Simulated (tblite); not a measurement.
**Nudged elastic band of C6H12S**

The run: nudged elastic band of C6H12S, SMILES SC1CCCCC1. Method and program: GFN2-xTB climbing-image nudged elastic band, gas phase (tblite 0.8.0).

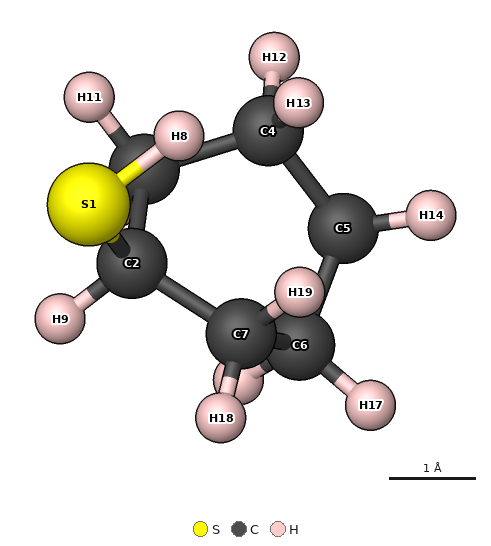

The structure (ball-and-stick view, seen at a tilt; atoms are numbered from 1 in the order of the input). Bond lengths as drawn: C–C 1.52 to 1.53 Å, C–H 1.09 Å, C–S 1.84 Å and H–S 1.33 Å.

Summary:

| quantity | value |
| --- | --- |
| outcome | converged |
| forward barrier | 0.240 eV |
| hardware | 1 CPU thread, shared host |
| wall time | 2.4 s |
| peak memory | 0.2 GiB |

Input file:
```
{"job": {"xc": "GFN2-xTB", "basis": "xTB", "kind": "neb"}, "charge": 0, "multiplicity": 1}
S      2.740627     0.315713    -0.754498
C      1.345061    -0.186156     0.329400
C      0.530248     1.025534     0.792218
C     -0.681918     1.237490    -0.107246
C     -1.654283     0.057356     0.013598
C     -0.910297    -1.259239     0.273247
C      0.472142    -1.227202    -0.371303
H      1.987663     0.894712    -1.688134
H      1.856003    -0.635267     1.184539
H      0.188606     0.859982     1.816275
H      1.163204     1.914745     0.798026
H     -1.187654     2.165467     0.163309
H     -0.346914     1.342849    -1.141830
H     -2.236337    -0.020647    -0.906465
H     -2.356683     0.239288     0.828757
H     -0.794937    -1.422811     1.346532
H     -1.485648    -2.096105    -0.124994
H      0.949426    -2.206474    -0.312384
H      0.365811    -0.978105    -1.429478
```

The first line tells a small driver script what to run in tblite; the rest is the geometry in Å.

Run as:
```bash
OMP_NUM_THREADS=1 python <driver script> task.json out
```

Output:
```
image   E - E0 / eV
  0       0.0000
  1       0.0919
  2       0.2397
  3       0.2294
  4       0.0734
  5      -0.0903
  6      -0.1712
```
